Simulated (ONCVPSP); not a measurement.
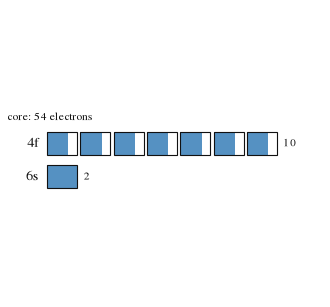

Figure 1. The valence shells of the reference configuration: a box for each of the 2l + 1 orbitals, shaded by the share of the shell that is filled, with the electron count at the right.

**Pseudopotential generation for Dy**

System: dysprosium (Dy, Z = 66), core [Xe], reference valence 4f10 6s2, valence charge 12.
Method: ONCV potential, PBEsol, fully relativistic, made with ONCVPSP 4.0.1.

### The input
```
# ATOM AND REFERENCE CONFIGURATION
# atsym  z   nc   nv     iexc    psfile
  Dy 66.00   11    2  -116133      upf
#
#   n    l    f
    1    0    2.00
    2    0    2.00
    2    1    6.00
    3    0    2.00
    3    1    6.00
    3    2   10.00
    4    0    2.00
    4    1    6.00
    4    2   10.00
    5    0    2.00
    5    1    6.00
    4    3   10.00
    6    0    2.00
#
# PSEUDOPOTENTIAL AND OPTIMIZATION
# lmax
    3
#
#   l,   rc,      ep,       ncon, nbas, qcut
    0    2.75    0.00    3    7    2.30
    1    2.65    0.36    4    8    3.20
    2    2.90    0.04    4    8    2.80
    3    1.25    0.00    4    9   13.20
#
# LOCAL POTENTIAL
# lloc, lpopt,  rc(5),   dvloc0
    4    5    0.85    0.00
#
# VANDERBILT-KLEINMAN-BYLANDER PROJECTORs
# l, nproj, debl
    0    2    3.50
    1    1    0.50
    2    2    2.00
    3    2    3.90
#
# MODEL CORE CHARGE
# icmod, fcfact, rcfact
    3    5.75    1.50
#
# LOG DERIVATIVE ANALYSIS
# epsh1, epsh2, depsh
   -2.00    5.00    0.02
#
# OUTPUT GRID
# rlmax, drl
    6.00    0.01
#
# TEST CONFIGURATIONS
# ncnf
    4
# nvcnf
#   n    l    f
    2
    4    3   10.00
    6    0    1.00
#
    2
    4    3   10.00
    6    0    0.00
#
    2
    4    3    9.00
    6    0    0.00
#
    3
    4    3   10.00
    6    0    1.00
    5    2    1.00
#
```

Run as:
```bash
oncvpspr.x < Dy.dat > Dy.out
```

### Output (extracts)
```
ONCVPSP  (Optimized Norm-Conservinng Vanderbilt PSeudopotential)
relativistic version 4.0.1

ONCVPSP  (Optimized Norm-Conservinng Vanderbilt PSeudopotential)
relativistic version 4.0.1 03/01/2019

While it is not required under the terms of the GNU GPL, it is
suggested that you cite D. R. Hamann, Phys. Rev. B 88, 085117 (2013)
in any publication utilizing these pseudopotentials.

LXC   Exchange
LXC     Perdew, Burke & Ernzerhof SOL (GGA)
LXC   Correlation
LXC     Perdew, Burke & Ernzerhof SOL (GGA)

relatom: ldiracfb convergence ERROR n,l,kap,iter,ierr=   4   3  -4   4  -1
```

### Outcome

```
quantity                      value
 outcome     refused by the program
hardware  1 CPU thread, shared host
```

### What went wrong

The generator stopped with the message “relatom: ldiracfb convergence ERROR n,l,kap,iter,ierr= 4 3 -4 4 -1”.
